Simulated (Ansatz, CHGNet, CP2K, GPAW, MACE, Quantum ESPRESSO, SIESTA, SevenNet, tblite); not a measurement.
# Random rock-salt alloy of NbC and TiC (64 atoms): one structure in several programs

Aim: run random rock-salt alloy of NbC and TiC (64 atoms) in several programs and set results and cost side by side. A plane-wave run serves as the reference.

Program: Ansatz 0.2.0. Level of theory: Kohn-Sham DFT, PBE, PAW, plane waves. Results are calculated unless marked as measured.

## 1. The structure

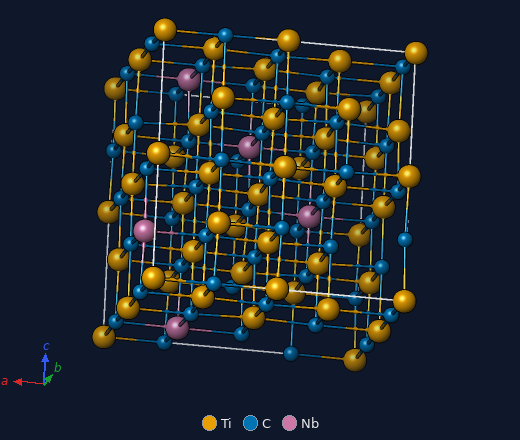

The cell as given, from a free direction (titanium orange, carbon blue, niobium pink). Some periodic images of atoms are drawn too.

The cell holds 64 atoms: 28 Ti, 32 C and 4 Nb. Cell: a = 8.692 Å, b = 8.692 Å, c = 8.692 Å, α = 90.0°, β = 90.0°, γ = 90.0°. It derives from NbC (rock-salt), repeated 2×2×2. Rock-salt NbC, 2 x 2 x 2 conventional cells, 28 of 32 Nb sites given to Ti at random (x = 0.875), lattice by Vegard's rule (a = 4.346 Å); not relaxed, displaced by a Gaussian of 0.02 Å. Then every atom was moved at random, 0.02 Å r.m.s. a Cartesian component.

## 2. Plane-wave reference

The PAW files are the set soft_2.

File input.yaml:

```yaml
crystal:
  lattice:
    - [8.6916, 0.0, 0.0]
    - [0.0, 8.6916, 0.0]
    - [0.0, 0.0, 8.6916]
  atoms:
    - { symbol: Ti, position: [0.9975, 0.00025, 0.99914] }
    - { symbol: C, position: [0.25358, 0.00903, 0.99854] }
    - { symbol: Ti, position: [0.99826, 0.2522, 0.25068] }
    - { symbol: C, position: [0.25299, 0.25208, 0.25314] }
    [... 54 atom lines left out ...]
    - { symbol: Ti, position: [0.50179, 0.74834, 0.74666] }
    - { symbol: C, position: [0.75265, 0.74779, 0.75247] }
    - { symbol: Ti, position: [0.75161, 0.49837, 0.75824] }
    - { symbol: C, position: [0.50084, 0.50267, 0.74737] }
    - { symbol: Ti, position: [0.74783, 0.75955, 0.50202] }
    - { symbol: C, position: [0.50708, 0.75095, 0.50432] }
kpoints:
  mp_grid: { grid: [1, 1, 1] }
hamiltonian:
  xc: pbe
scf:
  occupations: { method: fermi_dirac, width: 0.05 }
output:
  forces: true
  eigenvalues: true
  populations: true
  stress: true
```

Run with:

```
$ ansatz run input.yaml --threads 8 --pin off --max-ram 15872MiB --backend cpu --events-out ev --progress --plain --runs-dir out
```

Numbers of over 12 decimals in the logs are rounded to 6 here.

The log of the run:

```text
[...]
Pseudopotentials: kind: paw
Pseudopotential: Ti, paw, valence charge 12, recommended cutoff 420 eV (normal), Ti.paw.azcp
Pseudopotential: C, paw, valence charge 4, recommended cutoff 420 eV (normal), C.paw.azcp
Pseudopotential: Nb, paw, valence charge 13, recommended cutoff 420 eV (normal), Nb.paw.azcp
[... 5 lines on functional and potentials left out ...]
Crystal: 64 atoms, lattice volume = 656.597 Å³
Basis set: ecut = 420 eV, 12893 PW (Γ), exchange–correlation on 120×120×120 points (8 copies of the dense FFT grid, shifted against one another)
Bands: 322, of which v1, the nominal top of the filled ones, is band 258 counted from 1 (257 counted from 0)
Symmetry: 1 space group operations
Space group: P1 (ITA 1), of the structure as read, at distance tolerance 8.7e-5 Å
k-points: 1
[... 7 lines on functional and potentials left out ...]
Initial density: superposition of atomic densities (neutral atoms: chi_scale 0, normalization atom), corrected by the library's trained network
Initial wavefunctions: pseudopotential atomic-orbital guess
[...]
SCF iter   1: F=—  HF=-96273.667059 eV  |F-HF|=—  |Δ(HF+E_count)|=         —  Δρ=1.73e-2  dr2=2.04e0  ethr=1.77e-3  ⟨swp⟩=4.0  Hψ=1162  notcnv=0  defer=8
preconditioner: auto → Kerker (q_TF=auto, 2.621 Å⁻¹)  [metal: Δε(μ)=0.058 eV  Ē_g=6.846 eV  σ=0.050 eV  W_gap=0.28  n_scr=202 (ndim 8)  ℏωp=23.4 eV  f_vac=0.000  D(μ)=44.90/eV (n_scr^D=460)]
[...]
SCF iter   7: F=—  HF=-96273.351557 eV  |F-HF|=—  |Δ(HF+E_count)|=   1.62e-3  Δρ=1.17e-5  dr2=9.04e-7  ethr=1.14e-9  ⟨swp⟩=2.0  Hψ=584  notcnv=0  defer=52
SCF iter   8: F=-96273.351557 eV  HF=-96273.351557 eV  |F-HF|=3.83e-8  |Δ(HF+E_count)|=   8.88e-8  Δρ=2.43e-6  dr2=6.13e-8  ethr=1.94e-11  ⟨swp⟩=8.0  Hψ=1385  notcnv=0
SCF 1 converged in 8 iterations: F = -96273.351557 eV  dr2 = 6.13e-8
[...]
SCF converged after 8 iterations
Free energy (F): -96273.351557 eV
Harris-Foulkes:  -96273.351557 eV  (|F-HF|=3.83e-8)
Internal energy: -96272.958645 eV  (E = F + TS)
E sigma→0 (E₀):  -96273.155101 eV
Entropy (-TS):   -0.392912 eV (-6.139 meV/atom)
Fermi energy:    14.944586 eV
--- Per-component energies (eV) ---
[...]
Σ components = -96273.351557   (vs F -96273.351557, Δ=0.00e0)
--- Forces (eV/Å), atoms counted from 1 ---
  atom   1  Ti     0.81507460     0.35909261    -0.30388466
  atom   2  C     -0.10084746    -0.74355228    -0.01382210
  atom   3  Ti    -0.15395033    -0.14029482    -0.09785769
  atom   4  C     -0.28803952    -0.03605462    -1.33071676
[...]
atom  64  C     -0.92753855     0.07212707    -0.53689121
  max |Σ_I F_I| component: 5.38e-6 eV/Å
--- Stress (GPa, compression-positive) ---
        1.546157      -0.229850      -0.143654
       -0.229850       1.201954      -0.115469
       -0.143654      -0.115469       1.322478
  P = ⅓ Tr σ = 1.3569 GPa (13.569 kbar)
--- Band table (eV) ---
  k-point 0: bands = ["-41.3708", "-41.3567", "-41.3397", "-41.3329", [... 306 levels ...], "18.1763", "18.2839", "18.2994", "18.3076", "18.3119", "18.3246", "18.3327", "18.3444", "18.3554", "18.3606", "18.3764", "18.3898"]
--- Löwdin populations: 64 sites ---
  site symbol       q [e]
     0     Ti     11.1959
     1      C      4.7463
     2     Ti     11.1952
[...]
63      C      4.7565
  spilling = 0.003108 (of n_electrons = 516.000000)
```

Wall time 4 s (8 threads of Arm Neoverse V2, shared host); peak memory 1 GiB; 27 s of CPU time.

In the SCF lines HF is the Harris–Foulkes energy and dr2 the Hartree energy of the density residual, in eV; the loop may stop once dr2 is under the threshold and the program's other checks hold. Hψ counts applications of the Hamiltonian.

The run gave:

```yaml
free_energy: -96273.3516 eV
free_energy_per_atom: -1504.2711 eV/atom
scf_cycles: 8
pressure: 1.357 GPa
r_m_s_force_component: 0.5059 eV/Å
longest_force: 1.706 eV/Å
fermi_energy: 14.94 eV
levels_partly_filled_by_over_2_per_cent: 7
spilling_of_the_projection: 0.003108
```

Length of the force by element:

```
element  coordination  atoms  mean length of the force (eV/Å)  spread  least  most
      C           all     32                            0.793   0.350  0.269  1.71
     Nb           all      4                             1.04   0.360  0.621  1.44
     Ti           all     28                            0.809   0.260  0.230  1.48
```

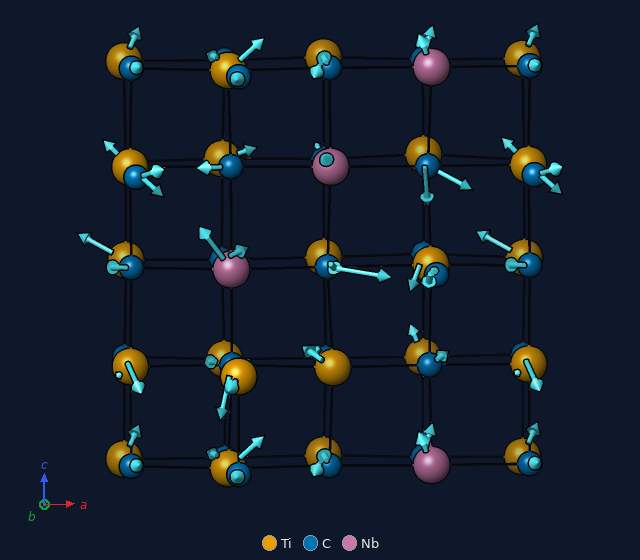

Forces as arrows; the longest in the cell is 1.71 eV/Å. Drawn is a slice 4 Å thick, seen along the normal of the ac plane.

Löwdin charges by element (they lack the spilled electrons, 0.025 e an atom on average):

```
element  coordination  atoms  mean charge (e)  spread   least    most
      C           all     32           -0.724  0.0188  -0.756  -0.683
     Nb           all      4            0.593  0.0085   0.587   0.608
     Ti           all     28            0.800  0.0055   0.787   0.810
```

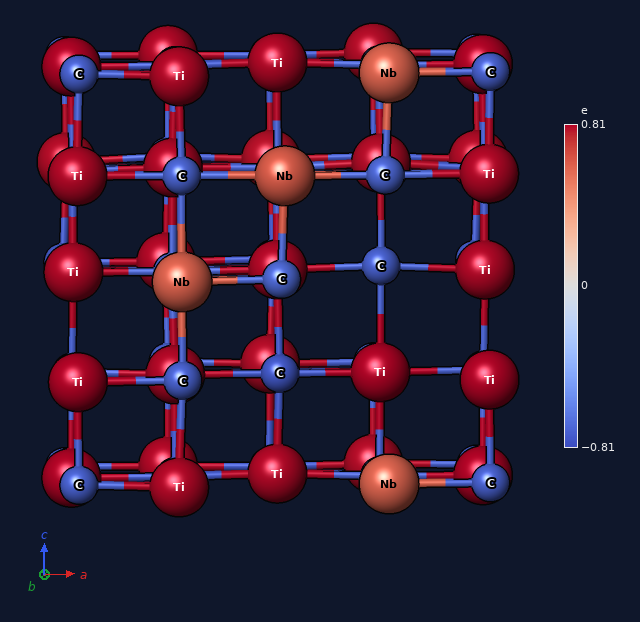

Atoms coloured by Löwdin charge. Drawn is a slice 4 Å thick, seen along the normal of the ac plane.

Charge against the make-up of the first shell:

```
Ti neighbours of C  atoms  mean charge (e)
                 4      4           -0.694
                 5     16           -0.718
                 6     12           -0.743
```

The levels nearest the highest filled one (over half full), pooled over k-points and spins:

```
level less the highest filled one (eV)  occupation
                                -0.259        1.99
                                -0.240        1.99
                                -0.232        1.99
                                -0.181        1.96
                                -0.162        1.95
                                     0        1.17
                                0.0314       0.855
                                0.0407       0.766
                                0.0566       0.622
                                0.0676       0.532
                                 0.127       0.199
                                 0.825           0
```

## 3. Structure statistics

Density 5.30 g/cm³, 10.26 Å³ an atom.

Pair distribution functions g(r), in bins of 0.2 Å:

```
r (Å)  total   C-C   C-Ti  C-Nb  Ti-Ti  Ti-Nb  Nb-Nb
 2.00   0.21  0.00   0.34  0.95   0.00   0.00   0.00
 2.20   4.99  0.00  10.03  9.51   0.00   0.00   0.00
 2.40   0.00  0.00   0.00  0.00   0.00   0.00   0.00
 2.60   0.00  0.00   0.00  0.00   0.00   0.00   0.00
 2.80   0.00  0.00   0.00  0.00   0.00   0.00   0.00
 3.00   3.80  7.36   0.00  0.00   7.88   8.03   3.46
 3.20   1.39  3.02   0.00  0.00   2.44   2.85   3.35
 3.40   0.00  0.00   0.00  0.00   0.00   0.00   0.00
 3.60   0.14  0.00   0.28  0.31   0.00   0.00   0.00
 3.80   2.17  0.00   4.33  4.31   0.00   0.00   0.00
 4.00   0.00  0.00   0.00  0.00   0.00   0.00   0.00
 4.20   0.17  0.45   0.00  0.00   0.26   0.13   0.00
 4.40   1.13  2.15   0.00  0.00   2.28   2.84   0.00
 4.60   0.00  0.00   0.00  0.00   0.00   0.00   0.00
 4.80   3.46  0.00   6.89  7.21   0.00   0.00   0.00
 5.00   0.69  0.00   1.42  1.08   0.00   0.00   0.00
 5.20   1.04  2.32   0.00  0.00   1.80   2.11   1.20
 5.40   2.41  4.60   0.00  0.00   5.06   5.14   3.44
 5.60   0.00  0.00   0.00  0.00   0.00   0.00   0.00
 5.80   0.00  0.00   0.00  0.00   0.00   0.00   0.00
 6.00   0.20  0.35   0.00  0.00   0.45   0.51   0.89
 6.20   1.09  2.25   0.00  0.00   2.16   1.97   2.58
 6.40   1.00  0.00   2.04  1.71   0.00   0.00   0.00
 6.60   1.88  0.00   3.73  4.05   0.00   0.00   0.00
 6.80   1.54  3.00   0.00  0.00   3.14   3.23   2.79
 7.00   0.55  1.16   0.01  0.00   0.98   1.12   0.00
 7.20   1.85  0.00   3.69  3.73   0.00   0.00   0.00
 7.40   0.19  0.31   0.07  0.04   0.31   0.33   1.17
```

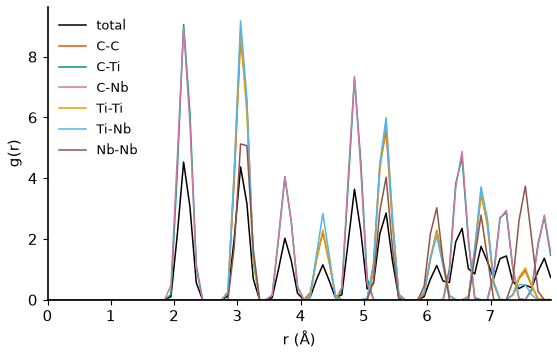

Pair distribution functions, lightly smoothed.

Bonds by pair of elements; cutoffs follow the first minimum of g(r), held within bounds set by covalent radii, and pairs that aren't listed don't count as bonded:

```
pair A-B  cutoff (Å)  bonds  mean length (Å)  spread (Å)  shortest (Å)  B about A  A about B
    C-Ti        2.76    168             2.17       0.042          2.07       5.25          6
    C-Nb        2.81     24             2.17       0.042          2.08       0.75          6
```

How many atoms have how many bonded neighbours:

```
element  mean   6
      C     6  32
     Nb     6   4
     Ti     6  28
```

## 4. What was run beside it

The programs:
- CHGNet: machine-learned potential, published weights.
- CP2K 2026.2: Gaussian basis with GTH pseudopotentials and a plane-wave density; labels give functional, basis (MOLOPT sets; SR short-range, UZH the newer set with its own potentials), grid cutoff/relative cutoff and solver (OT: orbital transformation; TRS4, TC2, SIGN: linear-scaling purification with its sparsity filter), or its built-in tight binding.
- GPAW 26.7.0: PAW with atomic orbitals (LCAO), plane waves or a real-space grid of spacing h.
- MACE: machine-learned potential, published weights.
- Quantum ESPRESSO 7.5: plane waves; labels (QE) give functional, pseudopotential set and cutoffs of waves/density.
- SIESTA 5.4.2: numerical atomic orbitals, whose automatically made sets are far from complete, with PseudoDojo norm-conserving potentials that we converted to its format (checked against plane waves on the same files for H, C, O, Si, Ge and Ca alone); labels give functional, basis size, energy shift and mesh cutoff.
- SevenNet: machine-learned potential, published weights.
- tblite 0.8.0: extended tight binding, driven from Python.

All use the same cell and atoms; the electronic-structure runs use the same k-mesh, and an electronic temperature of 580 K (0.05 eV) where levels are smeared.

Differences are against the plane-wave reference, forces as r.m.s. over components; share is that over the reference's r.m.s. force, slope the least-squares factor from reference forces to these. Total energies of different programs have different zeros and aren't compared.

```
                                                         run  Δ force, r.m.s. (meV/Å)  share (%)  slope  Δ pressure (GPa)  cores  CPU time  memory (GiB)
                                                   reference                        -          -      -                 -      8      27 s           1.0
                                      CHGNet 0.3.0 potential                      228       45.0  0.756              2.93      1     3.2 s          0.96
              CP2K PBE, DZVP-UZH, 800/50 Ry, diagonalisation                     27.0       5.34  1.031             0.905      4    14 min           5.0
CP2K PBE, SZV-MOLOPT-SR, 800/50 Ry, diagonalisation (coarse)                      211       41.7  0.982             -17.3      2   4.3 min           2.4
                       GPAW PBE, LCAO dzp, h 0.28 Å (coarse)                     51.1       10.1  1.085                 -      1   6.2 min          0.86
                                MACE MP-0b3 medium potential                      182       35.9  0.850              2.06      1     6.8 s           1.0
                                 QE PBE, sg15-1.2, 80/320 Ry                     3.62      0.715  1.006             0.117      4   7.4 min           1.4
           QE PBE, sssp-1.3.0-efficiency, 35/280 Ry (coarse)                     5.79       1.14  1.005             -1.36      2   4.2 min          0.98
                    QE PBE, sssp-1.3.0-efficiency, 45/360 Ry                     5.82       1.15  1.006            0.0288      2     6 min           1.4
                SIESTA PBE, DZP, shift 0.001 Ry, mesh 500 Ry                     60.2       11.9  1.074              1.27      4    44 min           4.0
                 SIESTA PBE, DZP, shift 0.01 Ry, mesh 500 Ry                     59.3       11.7  1.040            -0.906      2    10 min           2.0
         SIESTA PBE, SZ, shift 0.01 Ry, mesh 500 Ry (coarse)                      228       45.1  1.202             -13.9      1   2.5 min          0.88
        SIESTA PBE, SZP, shift 0.01 Ry, mesh 500 Ry (coarse)                     92.5       18.3  1.084            -0.397      2   7.3 min           1.8
                 SIESTA PBE, TZP, shift 0.01 Ry, mesh 500 Ry                     52.4       10.4  1.028             -1.72      4    15 min           2.9
                                        SevenNet 0 potential                      190       37.6  0.788              2.22      1       7 s          0.98
                                            tblite IPEA1-xTB                      365       72.1  0.885             -23.7      1     6.6 s          0.12
```

Rows marked coarse were listed beforehand as settings not expected to be converged; some can still land near the reference.

Times of the machine-learned potentials are mostly Python's start and the loading of weights.

CPU time is summed over cores on a shared host, where runs went side by side, so it is rough. Symmetry, cutoffs, thresholds, outputs and thread counts weren't matched or tuned between programs; memory under MPI is the largest rank's times the ranks.

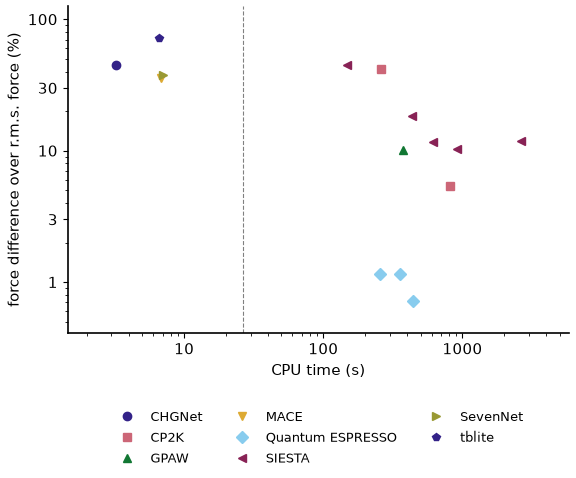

Force difference against CPU time; the dashed line marks the reference's time.

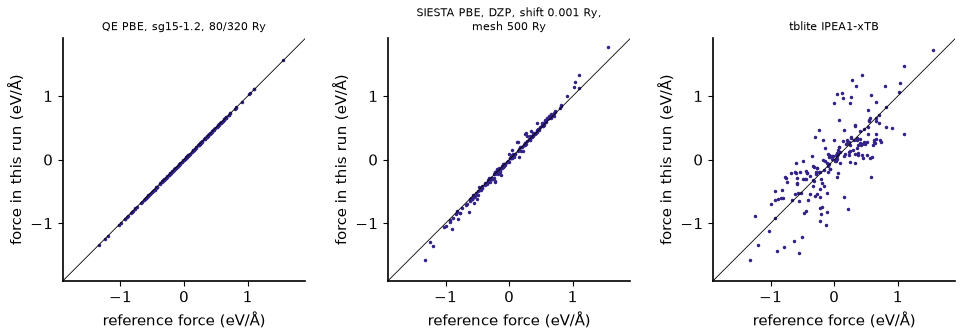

Force components against those of the reference; the line marks equality.

Runs without a result: tblite GFN2-xTB (not converged); CP2K GFN1-xTB, diagonalisation (not converged, the SCF not settling); GPAW PBE, LCAO dzp, h 0.2 Å (cut off at its time limit of 12 min); GPAW LDA, LCAO dzp, h 0.2 Å (cut off at its time limit of 12 min); GPAW PBE, LCAO szp(dzp), h 0.2 Å (cut off at its time limit of 6.8 min).

Mean charges by element (e), by run and scheme:

```
                                           run     scheme     Ti      C     Nb
                                     reference     Löwdin  +0.80  -0.72  +0.59
CP2K PBE, DZVP-UZH, 800/50 Ry, diagonalisation   Mulliken  +0.22  -0.21  +0.11
  SIESTA PBE, DZP, shift 0.001 Ry, mesh 500 Ry  Hirshfeld  +0.24  -0.28  +0.52
   SIESTA PBE, DZP, shift 0.01 Ry, mesh 500 Ry  Hirshfeld  +0.22  -0.27  +0.56
   SIESTA PBE, TZP, shift 0.01 Ry, mesh 500 Ry  Hirshfeld  +0.23  -0.27  +0.57
                              tblite IPEA1-xTB   Mulliken  -0.01  -0.08  +0.68
```

The reference's Löwdin charges lack the electrons that the projection spills, 0.025 e an atom on average.

Within one program, basis, potentials and functional, energies share a zero. Each run against its twin at the usual cutoff or grid and solver:

```
                                     run                              twin  Δ energy (meV/atom)  Δ force, r.m.s. (meV/Å)  CPU time over the twin's
QE PBE, sssp-1.3.0-efficiency, 35/280 Ry  sssp-1.3.0-efficiency, 45/360 Ry                 13.3                     3.41                      0.71
```

## 5. Results

| Quantity | Value |
| --- | --- |
| reference r.m.s. force component | 0.506 eV/Å |
| nearest in forces | QE PBE, sg15-1.2, 80/320 Ry, 0.71 % |
| farthest in forces | tblite IPEA1-xTB, 72 % |
| cheapest electronic-structure run beside the reference | tblite IPEA1-xTB, 6.6 s of CPU time |

**Reading.** PBE on plane waves or a grid with other potentials, cutoffs or grids, coarse settings apart, differs from the reference by 0.71 % (QE PBE, sg15-1.2, 80/320 Ry) to 1.2 % (QE PBE, sssp-1.3.0-efficiency, 45/360 Ry) of the r.m.s. force; this holds the reference's own error, so differences of a few per cent don't tell which side is nearer the exact PBE result (QE's 80 Ry are 1088 eV, against the reference's 420 eV). The PBE runs in local orbitals, coarse settings apart, differ by 5.3 % (CP2K PBE, DZVP-UZH, 800/50 Ry, diagonalisation) to 12 % (SIESTA PBE, DZP, shift 0.001 Ry, mesh 500 Ry); basis, grid and potentials can all enter. Tight binding differs by 72 % (tblite IPEA1-xTB); it is another model, with fitted parameters of its own, and the xTB methods hold dispersion. Machine-learned potentials differ by 36 % (MACE MP-0b3 medium potential) to 45 % (CHGNet 0.3.0 potential); they were trained on other programs' data. The reference samples few k-points for this cell, and its sampling error, which other DFT runs on the same mesh share, can be part of so large a difference. Among those trained on PBE data the slope goes as low as 0.76, with a correlation of 0.89, so directions differ as well as sizes. IPEA1-xTB was fitted to ionisation energies and electron affinities, not to forces or charges. Runs with settings chosen to be coarse differ by 1.1 % (QE PBE, sssp-1.3.0-efficiency, 35/280 Ry) to 45 % (SIESTA PBE, SZ, shift 0.01 Ry, mesh 500 Ry), their programs' other errors included. One electronic-structure run takes under half the reference's CPU time: tblite IPEA1-xTB, at 72 % in 6.6 s against 27 s, too far off to be of use; its pressure misses by -23.7 GPa. In pressure, CP2K PBE, SZV-MOLOPT-SR, 800/50 Ry, diagonalisation misses by -17.3 GPa, at the same functional. Charges hang on model, scheme and program or settings: among these rows the mean for Ti runs from -0.01 to +0.80 e. In the reference: 7 levels are partly filled by over 2 % (at Γ alone), and the list of levels jumps by 0.70 eV between +0.13 and +0.82 eV: the Fermi level sits among few, sparse states, as at a band edge, among defect levels or in a metal whose levels bunch into shells on a coarse mesh. In the reference: mean Löwdin charges: C -0.72, Nb +0.59, Ti +0.80 e (they miss 0.31 % of the electrons, so they add up to more than the cell's charge). Periodic xTB results under one method name differ between programs and library versions. Machine-learned potentials mimic data converged in k, so the reference's own k-point error enters their differences. The host structure and its lattice constant were typed by rule, without a check against the phase diagram. The electronic-structure runs sample only Γ, in a cell whose shortest periodic width is 9 Å, which is coarse for a cell with partly filled levels.

[Also dropped from logs without a mark: logging warnings of Python, and SIESTA's first energy breakdown and zero terms.]

[Logs are printed without paths, hosts, clocks, repeated set-up lines and the standing remarks that a program may print on its own settings, such as how far it seeks lower states.]

[Hosts, paths, dates, database ids (printed as entryN), source tags and the programs' standing remarks are cut or masked in the printed files.]
